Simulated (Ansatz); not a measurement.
Single-point calculation of SiH3ClO

- system: SiH3ClO
- method: RKS B2PLYP (frozen core)/def2-TZVPP (Ansatz 0.2.0)

The geometry comes from this level: PBE0-D4/def2-TZVP.

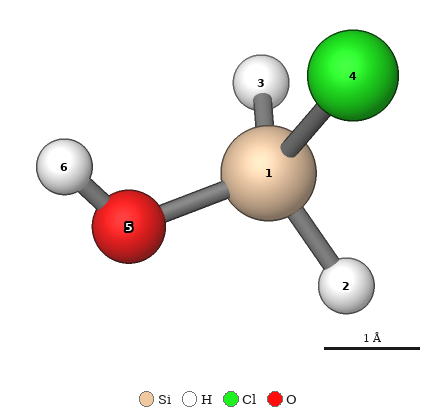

Figure 1. The structure as given in the input (ball-and-stick view, seen at a tilt; atoms are numbered from 1 in the order of the input). Bond lengths as drawn: Cl–Si 2.06 Å, H–O 0.96 Å, H–Si 1.47 to 1.48 Å and O–Si 1.63 Å.

### Results in brief

```csv
quantity,value
outcome,converged
total energy,−22492.3518 eV
mean-field energy,−22487.4312 eV
SCF solution under orbital rotations,stable
hardware,"4 threads of Intel Xeon @ 2.50GHz, 180 GiB of memory available, shared host"
wall time,2.9 s (CPU time 9.6 s)
peak memory,0.48 GiB
```

### The input
```yaml
crystal:
  periodic: [false, false, false]
  atoms:
    - {symbol: Si, position_ang: [-0.053080, 0.912210, -0.604318]}
    - {symbol: H, position_ang: [0.809746, 0.197965, -1.562645]}
    - {symbol: H, position_ang: [-1.202269, 1.580478, -1.256975]}
    - {symbol: Cl, position_ang: [1.044455, 2.409461, 0.277513]}
    - {symbol: O, position_ang: [-0.531527, -0.198682, 0.492227]}
    - {symbol: H, position_ang: [-1.099910, 0.081246, 1.211448]}
basis:
  gaussian: {orbitals: def2-TZVPP}
hamiltonian: {xc: {name: B2PLYP}}
```

Launch command:
```bash
ansatz run in.yaml --threads 4 --pin off --events-out ev --progress --plain --max-ram 9574MiB
```

### Output
```
Functional definition: B2PLYP
  name "B2PLYP"
  cite "Grimme, J. Chem. Phys. 124, 034108 (2006) doi:10.1063/1.2148954"
  cite "Becke, Phys. Rev. A 38, 3098 (1988) doi:10.1103/PhysRevA.38.3098"
  cite "Lee, Yang & Parr, Phys. Rev. B 37, 785 (1988) doi:10.1103/PhysRevB.37.785"
  parameter a = 0.53
  parameter c = 0.27
  exchange = (1 - a)*b88_x + a*exact_x
  correlation = (1 - c)*lyp_c + c*(mp2_os + mp2_ss)
925 factors; integrals over basis functions are off by at most 7.2e-4 eV
mean field evaluation 1: about -22484.1284 eV, gradient 4.5e1 eV
mean field evaluation 2: about -22484.2360 eV, gradient 4.5e1 eV
mean field evaluation 4: about -22487.4048 eV, gradient 2.9e0 eV
mean field evaluation 8: about -22487.4310 eV, gradient 3.5e-2 eV
mean field evaluation 16: about -22487.4310 eV, gradient 7.3e-6 eV
mean field -22487.43100843 eV, -826.3978470317 hartree, gradient 7.2e-6 eV, S^2 0.000000; 0 other end points of the search recorded, 0 dependent functions left out
11 core orbitals not correlated: weight in the atoms' cores, before any rotation towards them, 1.000 or more for the frozen orbitals, at most 0.000 for the correlated occupied ones
reference -22487.43115587 eV, -826.3978524498 hartree; 10, 10 occupied and 136, 136 virtual orbitals, 925 factors
second order -18.22452030 eV of doubles, -0.00000000 eV of singles
Total energy: -22492.35177635 eV, -826.5786819172 hartree
```
